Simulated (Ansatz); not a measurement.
# Br− with SiNH₅: superposition error and deformation

Aim: split the binding of a pair into the counterpoise interaction, the basis-set superposition error and the cost of deforming the fragments.

Method: PBE0-D4 structures, single points in def2-TZVPPD; program: Ansatz 0.2.0, Gaussian basis.

Levels: PBE-D4, revPBE-D4, BLYP-D4, r2SCAN-D4, B97M-V, PBE0-D4, B3LYP-D4, HSE06-D4, wB97X-V, wB97M-V, B2PLYP, Hartree-Fock, MP2, CCSD, CCSD(T).

Cores are frozen in the correlated methods. Filled d shells of the heavier atoms are correlated. B3LYP uses VWN-RPA correlation. B2PLYP carries no dispersion term here.

129 further runs of the same task are left out: 129 set aside as unsound or not needed. Runs told in other sessions of the task aren't counted.

**1. Starting geometry**

The relaxed pair: 8 atoms, charge -1, spin multiplicity 1.

Atoms are counted from 1 here; the program's logs count them from 0.

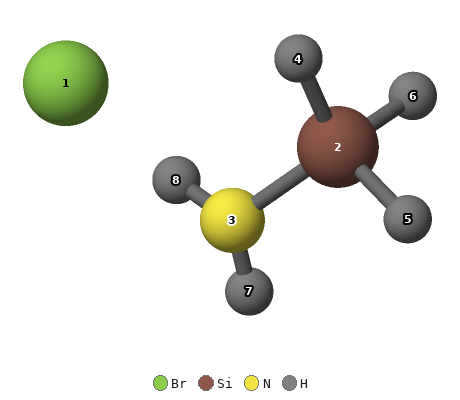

The starting geometry (bromine green, silicon brown, nitrogen yellow, hydrogen grey); atoms are numbered from 1 in the order of the file.

Coordinates:

```xyz
8

Br   -0.9104   -1.5992   -2.9095
Si    0.3776    0.0152    0.9500
N    -0.0774    0.6843   -0.5503
H     1.6370   -0.7662    0.8069
H     0.6366    1.1348    1.9118
H    -0.5973   -0.8827    1.6534
H    -0.7959    1.3928   -0.5437
H    -0.2700    0.0209   -1.3187
```

Atoms 1 to 1 are fragment A (Br−), the rest fragment B (SiNH₅). From earlier runs, pair energy (eV) and counterpoise interaction (kJ/mol):

```csv
method,E(pair),interaction
PBE-D4,-79483.01084,-58.12
revPBE-D4,-79491.79869,-56.55
BLYP-D4,-79499.83588,-54.82
r2SCAN-D4,-79497.60827,-55.01
B97M-V,-79484.76255,-54.33
PBE0-D4,-79486.41566,-55.66
B3LYP-D4,-79501.55635,-53.99
HSE06-D4,-79486.25234,-55.78
wB97X-V,-79491.47694,-51.31
wB97M-V,-79494.20715,-51.95
B2PLYP,-79484.69435,-47.88
Hartree-Fock,-79425.92848,-34.56
MP2,-79443.54426,-51.07
CCSD(T),-79445.11717,-49.59
```

First each fragment is run alone in its own basis, frozen in the shape it has in the pair (a, b).

**2. wB97X-V/def2-TZVPPD**

The input, a/in.yaml:

```yaml
crystal:
  periodic: [false, false, false]
  atoms:
    - {symbol: Br, position_ang: [-0.910410, -1.599216, -2.909541]}
basis:
  gaussian: {orbitals: "def2-TZVPPD.json"}
total_charge: -1
hamiltonian: {xc: {name: wB97X-V}}
```

The input, b/in.yaml:

```yaml
crystal:
  periodic: [false, false, false]
  atoms:
    - {symbol: Si, position_ang: [0.377561, 0.015232, 0.949998]}
    - {symbol: N, position_ang: [-0.077425, 0.684256, -0.550309]}
    - {symbol: H, position_ang: [1.636955, -0.766163, 0.806899]}
    - {symbol: H, position_ang: [0.636551, 1.134821, 1.911834]}
    - {symbol: H, position_ang: [-0.597282, -0.882724, 1.653431]}
    - {symbol: H, position_ang: [-0.795933, 1.392839, -0.543673]}
    - {symbol: H, position_ang: [-0.270017, 0.020854, -1.318740]}
basis:
  gaussian: {orbitals: "def2-TZVPPD.json"}
hamiltonian: {xc: {name: wB97X-V}}
```

The basis file named in the input lies beside it (Basis Set Exchange, JSON).

Each run has its own folder and the same command.

Run with:

```console
ansatz run in.yaml --threads 4 --pin off --events-out ev --progress --plain --max-ram 9574MiB
```

Log of a:

```text
Functional definition: wB97X-V
  name "wB97X-V"
  cite "Mardirossian & Head-Gordon, Phys. Chem. Chem. Phys. 16, 9904 (2014) doi:10.1039/C3CP54374A"
  cite "Becke, J. Chem. Phys. 107, 8554 (1997) doi:10.1063/1.475007"
  cite "Vydrov & Van Voorhis, J. Chem. Phys. 133, 244103 (2010) doi:10.1063/1.3521275"
  parameter omega = 0.3/bohr
  parameter cx = 0.167
  parameter cx1 = 0.603
  parameter cx2 = 1.194
  parameter css0 = 0.556
  parameter css1 = -0.257
  parameter cos0 = 1.219
  parameter cos1 = -1.850
  parameter b = 6.0
  parameter c = 0.01
  exchange = spin_sum(e_x_unif_sr(omega)*poly(b97_u_x, 1 - cx, cx1, cx2)) + cx*exact_x_sr(omega) + exact_x_lr(omega)
  correlation = spin_sum(e_c_pw_same_spin*poly(b97_u_same, css0, css1))
      + integral(e_c_pw_opposite_spin*poly(b97_u_opposite, cos0, cos1)) + vv10(b, c)
456 factors; their error is unknown
77 factors; integrals over basis functions are off by at most 8.1e-5 eV
mean field evaluation 1: about -70041.3798 eV, gradient 2.4e1 eV
mean field evaluation 2: about -70041.6267 eV, gradient 2.0e1 eV
mean field evaluation 4: about -70041.9321 eV, gradient 7.4e-2 eV
mean field evaluation 8: about -70042.1493 eV, gradient 6.1e-4 eV
mean field -70042.14933666 eV, -2574.0015118483 hartree, gradient 2.0e-5 eV, S^2 0.000000; 0 other end points of the search recorded, 0 dependent functions left out
reference -70042.14933519 eV, -2574.0015117944 hartree; 18, 18 occupied and 39, 39 virtual orbitals, 456 factors
Total energy: -70042.14933519 eV, -2574.0015117944 hartree
```

b printed, shortened:

```text
[... 5 set-up lines as earlier in the session ...]
[...]
      + integral(e_c_pw_opposite_spin*poly(b97_u_opposite, cos0, cos1)) + vv10(b, c)
789 factors; their error is unknown
239 factors; integrals over basis functions are off by at most 1.8e-5 eV
[...]
mean field -9448.78903709 eV, -347.2365924937 hartree, gradient 2.7e-5 eV, S^2 0.000000; 0 other end points of the search recorded, 0 dependent functions left out
reference -9448.78903505 eV, -347.2365924190 hartree; 13, 13 occupied and 157, 157 virtual orbitals, 789 factors
Total energy: -9448.78903505 eV, -347.2365924190 hartree
```

Times: 0.6 s (a), 2.7 s (b) on 4 threads of Intel Xeon Platinum 8259CL at 2.50GHz, shared host.

**3. wB97M-V/def2-TZVPPD**

The same edit goes into each in.yaml of step 2 (a, b):

```diff
-hamiltonian: {xc: {name: wB97X-V}}
+hamiltonian: {xc: {name: wB97M-V}}
```

The same command starts each run, in its folder.

Run with:

```console
ansatz run in.yaml --threads 4 --pin off --events-out ev --progress --plain --max-ram 9574MiB
```

Log of a, shortened:

```text
Functional definition: wB97M-V
  name "wB97M-V"
  cite "Mardirossian & Head-Gordon, J. Chem. Phys. 144, 214110 (2016) doi:10.1063/1.4952647"
[... 2 set-up lines as earlier in the session ...]
  # Of w^i u^j: cxij and so on, Table III.
[...]
  gx(w, u) = 1 - cx + cx01*u + cx10*w
  gss(w, u) = css00 + css04*u^4 + css10*w + css20*w^2 + css43*w^4*u^3
  gos(w, u) = cos00 + cos10*w + (cos20 + cos21*u)*w^2 + (cos60 + cos61*u)*w^6
[...]
      + integral(e_c_pw_mod_opposite_spin*gos(b97_w_opposite, b97_u_opposite)) + vv10(b, c)
449 factors; their error is unknown
77 factors; integrals over basis functions are off by at most 8.1e-5 eV
[...]
mean field -70044.68299040 eV, -2574.0946219059 hartree, gradient 1.9e-5 eV, S^2 0.000000; 0 other end points of the search recorded, 0 dependent functions left out
reference -70044.68302677 eV, -2574.0946232424 hartree; 18, 18 occupied and 39, 39 virtual orbitals, 449 factors
Total energy: -70044.68302677 eV, -2574.0946232424 hartree
```

b printed, shortened:

```text
[... 5 set-up lines as earlier in the session ...]
  # Of w^i u^j: cxij and so on, Table III.
[...]
  gx(w, u) = 1 - cx + cx01*u + cx10*w
  gss(w, u) = css00 + css04*u^4 + css10*w + css20*w^2 + css43*w^4*u^3
  gos(w, u) = cos00 + cos10*w + (cos20 + cos21*u)*w^2 + (cos60 + cos61*u)*w^6
[...]
      + integral(e_c_pw_mod_opposite_spin*gos(b97_w_opposite, b97_u_opposite)) + vv10(b, c)
784 factors; their error is unknown
239 factors; integrals over basis functions are off by at most 1.8e-5 eV
[...]
mean field -9448.97993897 eV, -347.2436080084 hartree, gradient 8.6e-5 eV, S^2 0.000000; 0 other end points of the search recorded, 0 dependent functions left out
reference -9448.97999038 eV, -347.2436098978 hartree; 13, 13 occupied and 157, 157 virtual orbitals, 784 factors
Total energy: -9448.97999038 eV, -347.2436098978 hartree
```

Times: 0.6 s (a), 2.8 s (b) on 4 threads of Intel Xeon Platinum 8259CL at 2.50GHz, shared host.

**4. B2PLYP/def2-TZVPPD**

The same edit goes into each in.yaml of step 3 (a, b):

```diff
-hamiltonian: {xc: {name: wB97M-V}}
+hamiltonian: {xc: {name: B2PLYP}}
```

Each run has its own folder and the same command.

Run with:

```console
ansatz run in.yaml --threads 4 --pin off --events-out ev --progress --plain --max-ram 9574MiB
```

Output in a, shortened:

```text
Functional definition: B2PLYP
  name "B2PLYP"
  cite "Grimme, J. Chem. Phys. 124, 034108 (2006) doi:10.1063/1.2148954"
  cite "Becke, Phys. Rev. A 38, 3098 (1988) doi:10.1103/PhysRevA.38.3098"
  cite "Lee, Yang & Parr, Phys. Rev. B 37, 785 (1988) doi:10.1103/PhysRevB.37.785"
[...]
358 factors; integrals over basis functions are off by at most 8.4e-5 eV
[...]
mean field -70035.73058119 eV, -2573.7656269355 hartree, gradient 4.0e-6 eV, S^2 0.000000; 0 other end points of the search recorded, 0 dependent functions left out
9 core orbitals not correlated: weight in the atoms' cores, before any rotation towards them, 1.000 or more for the frozen orbitals, at most 0.000 for the correlated occupied ones
reference -70035.73067285 eV, -2573.7656303038 hartree; 9, 9 occupied and 39, 39 virtual orbitals, 358 factors
second order -9.14561220 eV of doubles, -0.00000000 eV of singles
Total energy: -70038.19998814 eV, -2573.8563759670 hartree
```

Log of b, shortened:

```text
[... 5 set-up lines as earlier in the session ...]
[...]
950 factors; integrals over basis functions are off by at most 1.0e-3 eV
[...]
mean field -9442.82213772 eV, -347.0173129866 hartree, gradient 6.1e-6 eV, S^2 0.000000; 0 other end points of the search recorded, 0 dependent functions left out
6 core orbitals not correlated: weight in the atoms' cores, before any rotation towards them, 1.000 or more for the frozen orbitals, at most 0.000 for the correlated occupied ones
reference -9442.82228556 eV, -347.0173184196 hartree; 7, 7 occupied and 157, 157 virtual orbitals, 950 factors
second order -11.68075999 eV of doubles, -0.00000000 eV of singles
Total energy: -9445.97609076 eV, -347.1332186228 hartree
```

Wall times: 0.4 s (a), 1.9 s (b) on 4 threads of Intel Xeon Platinum 8259CL at 2.50GHz, shared host.

**5. B97M-V/def2-TZVPPD**

Each input of step 4 (a, b) changes in the same lines:

```diff
-hamiltonian: {xc: {name: B2PLYP}}
+hamiltonian: {xc: {name: B97M-V}}
```

Each run has its own folder and the same command.

Run with:

```console
ansatz run in.yaml --threads 4 --pin off --events-out ev --progress --plain --max-ram 9574MiB
```

a printed, shortened:

```text
Functional definition: B97M-V
  name "B97M-V"
  cite "Mardirossian & Head-Gordon, J. Chem. Phys. 142, 074111 (2015) doi:10.1063/1.4907719"
[... 2 set-up lines as earlier in the session ...]
  # Of w^i u^j: cxij and so on, Table III.
[...]
  gx(w, u) = cx00 + cx01*u + cx02*u^2 + (cx10 + cx11*u)*w
  gss(w, u) = css00 + css02*u^2 + css10*w + (css32*w^3 + css42*w^4)*u^2
  gos(w, u) = cos00 + cos01*u + cos03*u^3 + cos10*w + cos32*w^3*u^2
[...]
      + integral(e_c_pw_mod_opposite_spin*gos(b97_w_opposite, b97_u_opposite)) + vv10(b, c)
420 factors; their error is unknown
[...]
mean field -70035.95739003 eV, -2573.7739620068 hartree, gradient 5.6e-6 eV, S^2 0.000000; 0 other end points of the search recorded, 0 dependent functions left out
reference -70035.95743151 eV, -2573.7739635312 hartree; 18, 18 occupied and 39, 39 virtual orbitals, 420 factors
Total energy: -70035.95743151 eV, -2573.7739635312 hartree
```

b printed, shortened:

```text
[... 5 set-up lines as earlier in the session ...]
  # Of w^i u^j: cxij and so on, Table III.
[...]
  gx(w, u) = cx00 + cx01*u + cx02*u^2 + (cx10 + cx11*u)*w
  gss(w, u) = css00 + css02*u^2 + css10*w + (css32*w^3 + css42*w^4)*u^2
  gos(w, u) = cos00 + cos01*u + cos03*u^3 + cos10*w + cos32*w^3*u^2
[...]
      + integral(e_c_pw_mod_opposite_spin*gos(b97_w_opposite, b97_u_opposite)) + vv10(b, c)
779 factors; their error is unknown
[...]
mean field -9448.23136268 eV, -347.2160983374 hartree, gradient 2.3e-5 eV, S^2 0.000000; 0 other end points of the search recorded, 0 dependent functions left out
reference -9448.23142351 eV, -347.2161005728 hartree; 13, 13 occupied and 157, 157 virtual orbitals, 779 factors
Total energy: -9448.23142351 eV, -347.2161005728 hartree
```

Times: 0.5 s (a), 2.7 s (b) on 4 threads of Intel Xeon Platinum 8259CL at 2.50GHz, shared host.

**6. CCSD(T)/def2-TZVPPD**

Each input of step 5 (a, b) changes in the same lines:

```diff
-hamiltonian: {xc: {name: B97M-V}}
+correlation: {method: ccsd_t}
```

The same command starts each run, in its folder.

Run with:

```console
ansatz run in.yaml --threads 4 --pin off --events-out ev --progress --plain --max-ram 9574MiB
```

Output in a, shortened:

```text
Functional definition: HF
  name "HF"
  cite "Fock, Z. Phys. 61, 126 (1930) doi:10.1007/BF01340294"
  parent pbe
[...]
358 factors; integrals over basis functions are off by at most 8.4e-5 eV
[...]
mean field -70000.93691833 eV, -2572.4869834095 hartree, gradient 9.8e-6 eV, S^2 0.000000; 0 other end points of the search recorded, 0 dependent functions left out
9 core orbitals not correlated: weight in the atoms' cores, before any rotation towards them, 1.000 or more for the frozen orbitals, at most 0.000 for the correlated occupied ones
reference -70000.93691833 eV, -2572.4869834095 hartree; 9, 9 occupied and 39, 39 virtual orbitals, 358 factors
second order -7.73929668 eV of doubles, -0.00000000 eV of singles
cycle   1  -7.73084961 eV  change    8.4e-3 eV  update   4.2e-2
[...]
cycle   7  -7.88930165 eV  change    9.3e-6 eV  update   2.1e-5
perturbative correction -0.25284535 eV, -0.0092918951 hartree
Total energy: -70009.07906532 eV, -2572.7862017925 hartree
```

b printed, shortened:

```text
[... 4 set-up lines as earlier in the session ...]
[...]
950 factors; integrals over basis functions are off by at most 1.0e-3 eV
[...]
mean field -9424.62850297 eV, -346.3487092414 hartree, gradient 1.3e-6 eV, S^2 0.000000; 0 other end points of the search recorded, 0 dependent functions left out
6 core orbitals not correlated: weight in the atoms' cores, before any rotation towards them, 1.000 or more for the frozen orbitals, at most 0.000 for the correlated occupied ones
reference -9424.62850297 eV, -346.3487092414 hartree; 7, 7 occupied and 157, 157 virtual orbitals, 950 factors
second order -9.65245051 eV of doubles, -0.00000000 eV of singles
cycle   1  -10.16727546 eV  change   -5.1e-1 eV  update   6.6e-2
[...]
cycle   9  -10.48993390 eV  change   -3.3e-6 eV  update   1.2e-5
perturbative correction -0.34591034 eV, -0.0127119706 hartree
Total energy: -9435.46434721 eV, -346.7469191726 hartree
```

Wall times: 0.45 s (a), 8 s (b) on 4 threads of Intel Xeon Platinum 8259CL at 2.50GHz, shared host; peak memory 1.4 GiB.

**7. Relaxing SiNH₅ alone**

The input, relax-b/in.yaml:

```yaml
crystal:
  periodic: [false, false, false]
  atoms:
    - {symbol: Si, position_ang: [0.377561, 0.015232, 0.949998]}
    - {symbol: N, position_ang: [-0.077425, 0.684256, -0.550309]}
    - {symbol: H, position_ang: [1.636955, -0.766163, 0.806899]}
    - {symbol: H, position_ang: [0.636551, 1.134821, 1.911834]}
    - {symbol: H, position_ang: [-0.597282, -0.882724, 1.653431]}
    - {symbol: H, position_ang: [-0.795933, 1.392839, -0.543673]}
    - {symbol: H, position_ang: [-0.270017, 0.020854, -1.318740]}
basis:
  gaussian: {orbitals: def2-TZVP}
hamiltonian: {xc: pbe0, dispersion: d4}
relax: {f_tol: 0.005, max_steps: 200}
```

Run with:

```console
ansatz run in.yaml --threads 4 --pin off --events-out ev --progress --plain --max-ram 9574MiB
```

The program printed:

```text
Functional definition: PBE0
  name "PBE0"
  cite "Adamo & Barone, J. Chem. Phys. 110, 6158 (1999) doi:10.1063/1.478522"
  cite "Perdew, Burke & Ernzerhof, Phys. Rev. Lett. 77, 3865 (1996) doi:10.1103/PhysRevLett.77.3865"
[... 1 set-up line as earlier in the session ...]
  parameter a = 0.25
  parameter kappa = 0.804
  parameter beta = 0.06672455060314922
  exchange = (1 - a)*pbe_x(kappa = kappa, mu = beta*pi^2/3) + a*exact_x
  correlation = pbe_c(beta = beta)
643 factors; their error is unknown
mean field evaluation 1: about -9439.6299 eV, gradient 5.5e1 eV
mean field evaluation 2: about -9432.4436 eV, gradient 7.6e1 eV
mean field evaluation 4: about -9445.1801 eV, gradient 1.0e0 eV
mean field evaluation 8: about -9445.2181 eV, gradient 2.3e-2 eV
mean field -9445.21814322 eV, -347.1053645647 hartree, gradient 5.3e-5 eV, S^2 0.000000; 0 other end points of the search recorded, 0 dependent functions left out
the calculation of the forces begins
reference -9445.21817016 eV, -347.1053655547 hartree; 13, 13 occupied and 85, 85 virtual orbitals, 643 factors
relax step   1: F+E_penalty+E_count = -9445.28756342 eV  Δ(F+E_penalty+E_count) = +0.000e0 eV  max|allowed force component| = 1.152e0 eV/Å  Δτ_max = 0.0000 Å  (22 SCF iters, accepted)
these checks for a lower state are left out or cut short: starts, cluster_reference, orbital_swaps, neighbouring_geometries, increment
643 factors; their error is unknown
mean field evaluation 16: about -9445.2138 eV, gradient 7.9e-3 eV
mean field -9445.24868389 eV, -347.1064869136 hartree, gradient 9.0e-6 eV, S^2 0.000000; 0 other end points of the search recorded, 0 dependent functions left out
the calculation of the forces begins
reference -9445.24871088 eV, -347.1064879053 hartree; 13, 13 occupied and 85, 85 virtual orbitals, 643 factors
relax step   2: F+E_penalty+E_count = -9445.31812370 eV  Δ(F+E_penalty+E_count) = -3.056e-2 eV  max|allowed force component| = 4.593e-1 eV/Å  Δτ_max = 0.0293 Å  (27 SCF iters, accepted)
these checks for a lower state are left out or cut short: starts, cluster_reference, orbital_swaps, neighbouring_geometries, increment
643 factors; their error is unknown
mean field -9445.25356053 eV, -347.1066661266 hartree, gradient 9.1e-6 eV, S^2 0.000000; 0 other end points of the search recorded, 0 dependent functions left out
the calculation of the forces begins
reference -9445.25358753 eV, -347.1066671191 hartree; 13, 13 occupied and 85, 85 virtual orbitals, 643 factors
relax step   3: F+E_penalty+E_count = -9445.32292548 eV  Δ(F+E_penalty+E_count) = -4.802e-3 eV  max|allowed force component| = 5.046e-2 eV/Å  Δτ_max = 0.0180 Å  (28 SCF iters, accepted)
these checks for a lower state are left out or cut short: starts, cluster_reference, orbital_swaps, neighbouring_geometries, increment
643 factors; their error is unknown
mean field evaluation 32: about -9445.2549 eV, gradient 4.5e-5 eV
mean field -9445.25492591 eV, -347.1067163034 hartree, gradient 8.9e-6 eV, S^2 0.000000; 0 other end points of the search recorded, 0 dependent functions left out
the calculation of the forces begins
reference -9445.25495295 eV, -347.1067172971 hartree; 13, 13 occupied and 85, 85 virtual orbitals, 643 factors
relax step   4: F+E_penalty+E_count = -9445.32428790 eV  Δ(F+E_penalty+E_count) = -1.362e-3 eV  max|allowed force component| = 5.379e-2 eV/Å  Δτ_max = 0.0428 Å  (27 SCF iters, accepted)
these checks for a lower state are left out or cut short: starts, cluster_reference, orbital_swaps, neighbouring_geometries, increment
643 factors; their error is unknown
mean field -9445.25513828 eV, -347.1067241077 hartree, gradient 8.9e-6 eV, S^2 0.000000; 0 other end points of the search recorded, 0 dependent functions left out
the calculation of the forces begins
reference -9445.25516531 eV, -347.1067251013 hartree; 13, 13 occupied and 85, 85 virtual orbitals, 643 factors
relax step   5: F+E_penalty+E_count = -9445.32450854 eV  Δ(F+E_penalty+E_count) = -2.206e-4 eV  max|allowed force component| = 1.786e-2 eV/Å  Δτ_max = 0.0133 Å  (28 SCF iters, accepted)
these checks for a lower state are left out or cut short: starts, cluster_reference, orbital_swaps, neighbouring_geometries, increment
643 factors; their error is unknown
mean field -9445.25517366 eV, -347.1067254081 hartree, gradient 9.0e-6 eV, S^2 0.000000; 0 other end points of the search recorded, 0 dependent functions left out
the calculation of the forces begins
reference -9445.25520070 eV, -347.1067264018 hartree; 13, 13 occupied and 85, 85 virtual orbitals, 643 factors
relax step   6: F+E_penalty+E_count = -9445.32454432 eV  Δ(F+E_penalty+E_count) = -3.578e-5 eV  max|allowed force component| = 1.118e-2 eV/Å  Δτ_max = 0.0111 Å  (27 SCF iters, accepted)
these checks for a lower state are left out or cut short: starts, cluster_reference, orbital_swaps, neighbouring_geometries, increment
643 factors; their error is unknown
mean field -9445.25517642 eV, -347.1067255095 hartree, gradient 1.9e-5 eV, S^2 0.000000; 0 other end points of the search recorded, 0 dependent functions left out
the calculation of the forces begins
reference -9445.25520347 eV, -347.1067265035 hartree; 13, 13 occupied and 85, 85 virtual orbitals, 643 factors
relax step   7: F+E_penalty+E_count = -9445.32454742 eV  Δ(F+E_penalty+E_count) = -3.098e-6 eV  max|allowed force component| = 1.489e-3 eV/Å  Δτ_max = 0.0037 Å  (19 SCF iters, accepted)
643 factors; their error is unknown
mean field evaluation 64: about -9445.2551 eV, gradient 1.9e-1 eV
mean field -9445.25517642 eV, -347.1067255095 hartree, gradient 2.5e-5 eV, S^2 0.000000; 1 other end points of the search recorded, 0 dependent functions left out
the calculation of the forces begins
reference -9445.25520347 eV, -347.1067265035 hartree; 13, 13 occupied and 85, 85 virtual orbitals, 643 factors
Total energy: -9445.32457447 eV, -347.1092758408 hartree
Atom 0 at     0.379121     0.014559     0.987347 Å, force    -0.001110     0.000915     0.000981 eV/Å
Atom 1 at    -0.115959     0.663031    -0.526944 Å, force     0.001002    -0.001026    -0.001489 eV/Å
Atom 2 at     1.610154    -0.785794     0.760508 Å, force     0.000023     0.000270    -0.000720 eV/Å
Atom 3 at     0.659094     1.151753     1.901639 Å, force     0.000073    -0.000128     0.000310 eV/Å
Atom 4 at    -0.608200    -0.873208     1.672459 Å, force     0.000164    -0.000526     0.000220 eV/Å
Atom 5 at    -0.832536     1.370381    -0.555619 Å, force     0.000088     0.000567     0.000387 eV/Å
Atom 6 at    -0.181265     0.058394    -1.329950 Å, force    -0.000241    -0.000072     0.000309 eV/Å
Dipole moment:    -0.209543     0.010304    -0.193856 e Å
```

Wall time 4.9 s (4 threads of Intel Xeon Platinum 8259CL at 2.50GHz, shared host).

Relaxation path:

```csv
step,energy from step 1 (eV),largest force component (eV/Å)
1,0.0000,1.1518
2,-0.0306,0.4593
3,-0.0354,0.0505
4,-0.0367,0.0538
5,-0.0369,0.0179
6,-0.0370,0.0112
7,-0.0370,0.0015
```

Distances of close pairs at the start and the end, largest changes first:

```csv
bond,before (Å),after (Å),change (Å)
N2–H7,1.033,1.007,-0.026
Si1–N2,1.705,1.720,+0.016
Si1–H4,1.499,1.486,-0.013
Si1–H5,1.500,1.494,-0.006
Si1–H3,1.489,1.486,-0.003
N2–H6,1.009,1.007,-0.002
```

(Part 1 of 2 ends here.)
